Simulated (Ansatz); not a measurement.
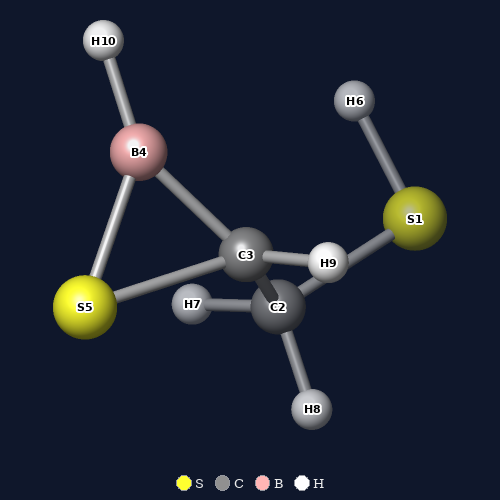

The system is C₂H₅BS₂, SMILES SCC1BS1; the picture shows the reference structure. The first coordinate is: angle H6–S1–C2; the second: dihedral H6–S1–C2–C3. Nothing is relaxed (all other coordinates rigid). The scan uses an 11 × 12 grid. Energies: kcal/mol, counted from the lowest grid point. Theory: Ansatz, RKS PBE0-D4/def2-SVP.

Its coordinates:

```xyz
10

S     0.6039    0.6074    2.0698
C     0.8742    0.4972    0.2722
C     0.1112   -0.6554   -0.3300
B    -1.2722   -0.5105   -0.9872
S    -0.0436   -0.6903   -2.2122
H    -0.7190    0.8738    2.0072
H     0.6182    1.4499   -0.2147
H     1.9619    0.3586    0.1667
H     0.3987   -1.6303    0.0864
H    -2.4502   -0.3515   -0.8554
```

Range: angle H6–S1–C2 from 61.4 to 131.4°; dihedral H6–S1–C2–C3 from −180 to 150°.

What will the energy surface look like?

The lowest grid point is at angle H6–S1–C2 = 96.4°, dihedral H6–S1–C2–C3 = −60°. A higher local minimum lies near angle H6–S1–C2 = 96.4°, dihedral H6–S1–C2–C3 = 60° (1.6 kcal/mol above the lowest at that grid point). The highest grid point, angle H6–S1–C2 = 61.4°, dihedral H6–S1–C2–C3 = 0°, lies 31.3 kcal/mol above the lowest. On the interpolated surface the easiest way out of the lowest well to the well at about angle H6–S1–C2 = 96°, dihedral H6–S1–C2–C3 = 75° passes a barrier of about 3.2 kcal/mol. Round the minimum the two coordinates are weakly coupled (coupling 0.06 in units of the two stiffnesses).

```tsv
dihedral H6–S1–C2–C3 ↓, angle H6–S1–C2 →	61.4	68.4	75.4	82.4	89.4	96.4	103.4	110.4	117.4	124.4	131.4
150	28.0	18.5	11.2	6.3	3.4	2.5	3.6	6.3	10.7	16.4	23.4
120	29.8	19.8	12.1	6.7	3.5	2.3	3.2	5.8	10.1	15.8	22.9
90	28.0	18.2	10.7	5.6	2.6	1.7	2.7	5.5	9.9	15.7	22.8
60	26.7	17.1	9.8	5.0	2.3	1.6	2.9	5.9	10.4	16.3	23.4
30	29.3	19.2	11.6	6.5	3.6	2.8	3.9	6.7	11.1	16.8	23.8
0	31.3	20.8	12.8	7.3	4.1	3.0	3.9	6.5	10.7	16.3	23.1
−30	27.9	18.0	10.5	5.3	2.3	1.4	2.3	4.9	9.1	14.7	21.5
−60	25.9	16.3	9.0	3.9	0.9	0.0	0.9	3.6	7.8	13.4	20.3
−90	27.0	17.6	10.3	5.1	2.0	0.8	1.6	4.0	8.1	13.6	20.4
−120	28.8	19.6	12.3	7.2	4.0	2.8	3.4	5.7	9.7	15.1	21.7
−150	27.9	18.9	12.0	7.1	4.3	3.4	4.3	6.9	11.0	16.5	23.2
−180	26.6	17.5	10.7	6.1	3.5	2.8	4.0	6.9	11.2	16.9	23.8
```

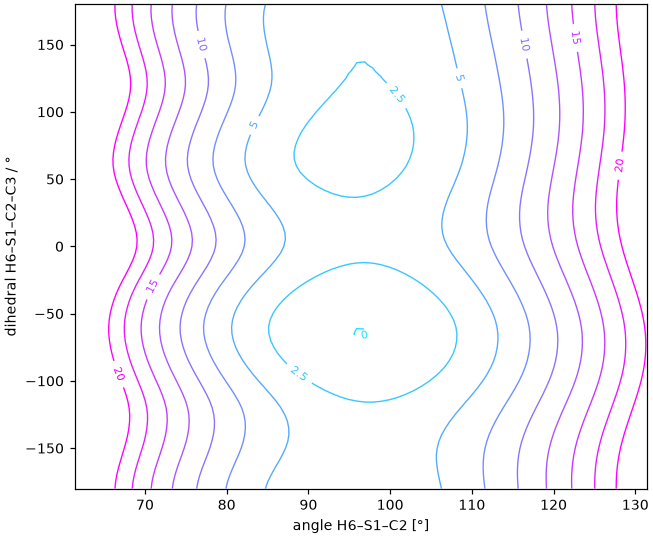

In the figure: contour lines labelled in kcal/mol (none above 20). Between grid points the surface is interpolated.

Each point was launched as `ansatz run input.yaml --threads 1 --pin off --max-ram 2560MiB --backend cpu --events-out ev --progress --plain --runs-dir out`. The whole map (132 points run) took 11 min on 1 thread of Arm Neoverse V1 (shared host).
